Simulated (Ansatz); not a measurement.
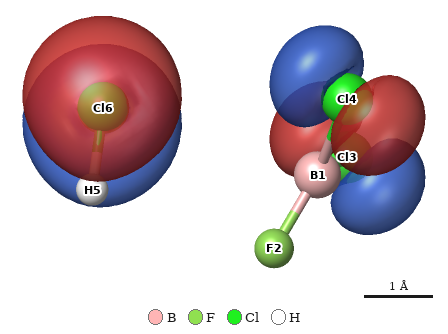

Figure 1: BCl2F···HCl. The HOMO−1 at ±0.1 Å⁻³ᐟ² (blue and red are the two phases), seen from one side.

The reactant side of a reaction path; geometry: PBE0-D4/def2-TZVP.

Level of theory: RKS PBE0-D4/def2-TZVPP (Ansatz 0.2.0).

```xyz
6

B    -0.7124   -0.7575    0.2461
F    -1.3435    0.3192   -0.1662
Cl   -0.2750   -1.9775   -0.9115
Cl   -0.3836   -0.9486    1.9417
H     0.8615    2.0565   -0.7088
Cl    1.8530    1.3078   -0.4011
```

Question: Describe this orbital and give its energy.

Answer: It lies mainly on Cl6 (about 70 %), Cl4 (about 10 %) and Cl3 (about 10 %); largely a lone pair of Cl6. Its energy is −9.57 eV.
